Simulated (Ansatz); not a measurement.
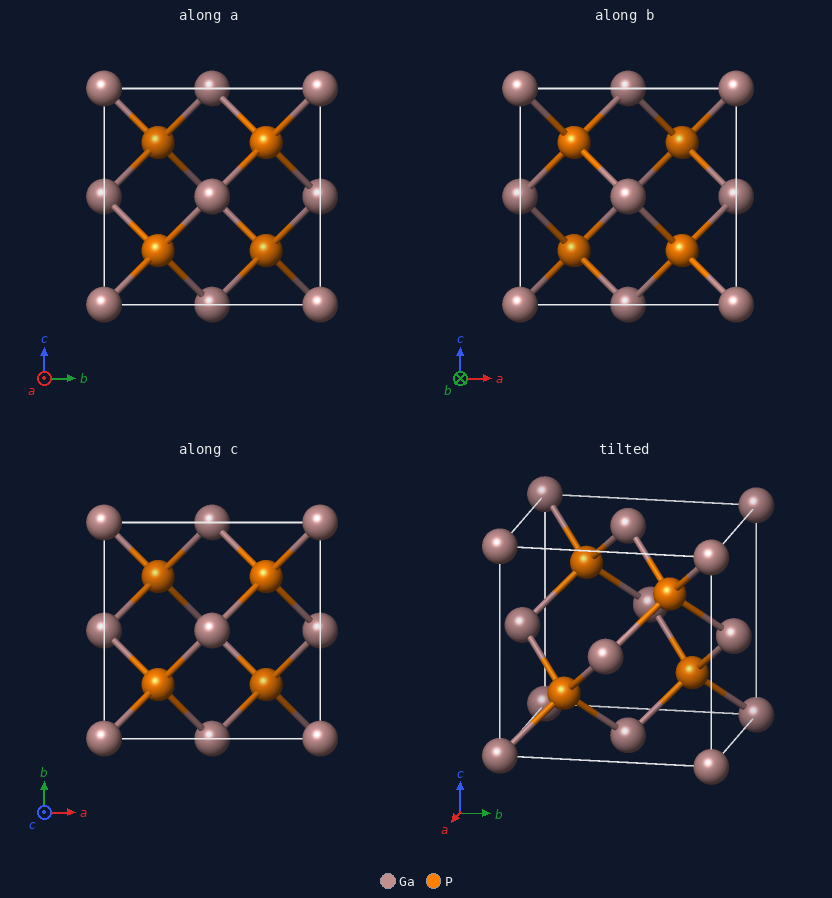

The figure gives a ball-and-stick picture of the atoms, viewed along the a axis, along the b axis, along the c axis and slightly off an axis. The edges of the conventional unit cell are marked.

Lattice parameters: a = 5.506 Å, b = 5.506 Å, c = 5.506 Å, α = 90.00°, β = 90.00°, γ = 90.00°.

> Set out the cell and atoms as a table of Wyckoff sites.

Space group F-43m (No. 216).
```json
{"atom": "Ga", "site": "4a", "x": "0.0000", "y": "0.0000", "z": "0.0000"}
{"atom": "P", "site": "4d", "x": "0.2500", "y": "0.2500", "z": "0.7500"}
```

Starting structure: a structure type filled with these elements by a generator (whether the compound takes this form wasn't checked). Cell shown after relaxation with DFT, PBE, plane waves, PAW in Ansatz.
